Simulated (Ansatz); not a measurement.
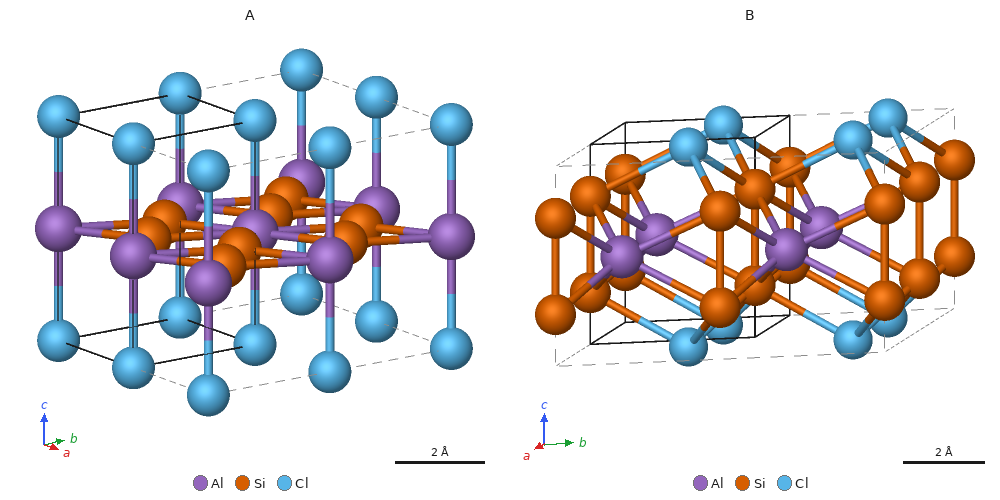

Two structures of AlSi2Cl, each relaxed to rest (conventional cells in solid outline, small ones repeated, not to one scale). Method: DFT PBE, scalar-relativistic, plane waves, PAW in Ansatz 0.2.0, without spin polarisation.

Characterise the two forms.

Answer. A: 4 atoms a cell on a primitive hexagonal lattice, P6/mmm. B: 4 atoms a cell on a primitive hexagonal lattice, P-6m2.

What is the energy order of the two?

Answer. A is lower, by 83 meV/atom at this level of theory (energies at zero smearing). Volumes: A 22.3, B 20.0 Å³/atom.

One or both may be structure types tried for this composition rather than known phases.
